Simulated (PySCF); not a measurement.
# UCCSD(T)/STO-6G run of BHClO (SMILES O[B]Cl)

What is the vertical doublet–quartet gap of BHClO at UCCSD(T)/STO-6G? 

Program for the calculation: PySCF 2.14.0.

6 further runs of the same task are left out: 6 set aside as unsound or not needed.

## 1. The structure to begin with

BHClO has 4 atoms, charge 0, and is taken as a doublet. SMILES: `O[B]Cl`. The shape is that of a PBE0-D4/def2-TZVP optimisation.

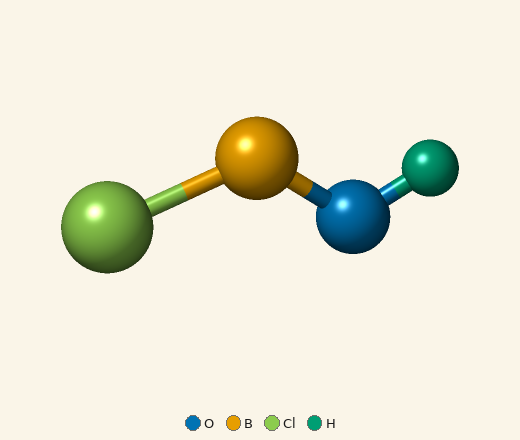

The structure, seen from a chosen angle (oxygen blue, boron amber, chlorine green, hydrogen teal).

## 2. The energy at UCCSD(T)/STO-6G

job.py

```python
from pyscf import gto, cc

mol = gto.M(
    atom='''
O    0.545600   0.191100  -0.589300
B   -0.429900   0.065600   0.312600
Cl  -0.557200  -1.323200   1.352900
H    0.497000   1.006200  -1.096500
''',
    spin=1,
    basis='sto-6g',
    max_memory=1860,
    verbose=3,
    charge=0,
)

mf = mol.UHF()
mf.conv_tol = 1e-10
mf.kernel()
if not mf.converged:
    mf = mf.newton().run(mf.mo_coeff, mf.mo_occ)

mycc = cc.CCSD(mf, frozen=7)
mycc.kernel()
e_t = mycc.ccsd_t()
etot = mycc.e_tot + e_t
print('E = %.10f Eh' % etot)
```

On the command line:

```
$ OMP_NUM_THREADS=1 python job.py
```

Output:

```text
converged SCF energy = -557.758996175882  <S^2> = 0.75517903  2S+1 = 2.0051723
E(UCCSD) = -557.8521598957049  E_corr = -0.09316371982308158
UCCSD(T) correction = -0.00431762895234956
E = -557.8564775247 Eh
```

It took 0.9 s on 1 thread of Intel Xeon Platinum 8488C (Sapphire Rapids), shared host; peak memory 0.12 GiB.

## 3. The quartet at the same level

input.py

```python
from pyscf import gto, scf, cc

mol = gto.M(
    atom=[
    ('O', (0.545600, 0.191100, -0.589300)),
    ('B', (-0.429900, 0.065600, 0.312600)),
    ('Cl', (-0.557200, -1.323200, 1.352900)),
    ('H', (0.497000, 1.006200, -1.096500)),
],
    charge=0,
    spin=3,
    verbose=4,
    max_memory=1860,
    basis='sto-6g',
)

hf = scf.UHF(mol)
hf.conv_tol = 1e-10
hf.kernel()
if not hf.converged:
    hf = hf.newton().run(hf.mo_coeff, hf.mo_occ)

mycc = cc.CCSD(hf, frozen=7)
mycc.kernel()
e_t = mycc.ccsd_t()
e_final = mycc.e_tot + e_t
print('E(%s) = %.9f' % ('CCSD(T)', e_final))
```

On the command line:

```
$ OMP_NUM_THREADS=1 python input.py
```

Output:

```text
PySCF version 2.14.0

[INPUT] num. atoms = 4
[INPUT] num. electrons = 31
[INPUT] charge = 0
[INPUT] spin (= nelec alpha-beta = 2S) = 3
[INPUT] symmetry False subgroup None
[INPUT] Mole.unit = angstrom
[INPUT] Symbol           X                Y                Z      unit          X                Y                Z       unit  Magmom
[INPUT]  1 O      0.545600000000   0.191100000000  -0.589300000000 AA    1.031034573563   0.361126662404  -1.113615605206 Bohr   0.0
[INPUT]  2 B     -0.429900000000   0.065600000000   0.312600000000 AA   -0.812393260951   0.123966033771   0.590728386539 Bohr   0.0
[INPUT]  3 Cl    -0.557200000000  -1.323200000000   1.352900000000 AA   -1.052955396608  -2.500485608024   2.556610473924 Bohr   0.0
[INPUT]  4 H      0.497000000000   1.006200000000  -1.096500000000 AA    0.939193883909   1.901442426537  -2.072084695586 Bohr   0.0

nuclear repulsion = 76.699725487475
number of shells = 12
number of NR pGTOs = 120
number of NR cGTOs = 20
basis = sto-6g
ecp = {}

[... 20 lines left out ...]
WARN: HOMO 0.197904893872957 >= LUMO -0.467099955873597
[... 50 lines left out ...]
converged SCF energy = -557.516917172953  <S^2> = 3.7580293  2S+1 = 4.0040127
[... 12 lines left out ...]
Init t2, MP2 energy = -0.0392981546911916
[... 19 lines left out ...]
UCCSD converged
[... 2 lines left out ...]
E(CCSD(T)) = -557.574722070
```

Wall time 0.86 s (1 thread of Intel Xeon Platinum 8488C (Sapphire Rapids), shared host); peak memory 0.1 GiB.

## 4. Summary of results

Level: UCCSD(T)/STO-6G, 7 core orbitals frozen.

| quantity | value |
| --- | --- |
| doublet: total energy | -557.85648 Eh |
| doublet: dipole moment (Hartree–Fock density) | 3.47 D |
| doublet: HOMO energy (Hartree–Fock orbitals) (highest over α and β) | -7.82 eV |
| doublet: LUMO energy (Hartree–Fock orbitals) (lowest over α and β) | 7.19 eV |
| doublet: correlation energy (7 core orbitals frozen) | -97.5 mEh |
| doublet: (T) correction | -4.32 mEh |
| doublet: ⟨S²⟩ of the reference determinant | 0.755 |
| doublet: T1 diagnostic | 0.018 |
| quartet: total energy | -557.57472 Eh |
| quartet: dipole moment (Hartree–Fock density) | 6.77 D |
| quartet: HOMO energy (Hartree–Fock orbitals) (highest over α and β) | -4.19 eV |
| quartet: LUMO energy (Hartree–Fock orbitals) (lowest over α and β) | 1.76 eV |
| quartet: correlation energy (7 core orbitals frozen) | -57.8 mEh |
| quartet: (T) correction | -1.15 mEh |
| quartet: ⟨S²⟩ of the reference determinant | 3.758 |
| quartet: T1 diagnostic | 0.030 |
| vertical energy of the quartet above the doublet | 7.667 eV |

In words: At this shape the quartet lies 7.67 eV (177 kcal/mol) above the doublet. In a minimal basis such a difference can be off by several eV, whatever the method. Mulliken charges (doublet) of the mean-field density run from -0.37 on O1 to +0.38 on B2. The triples (doublet) make up 4.4 % of the correlation energy. The triples (quartet) make up 2.0 % of the correlation energy.
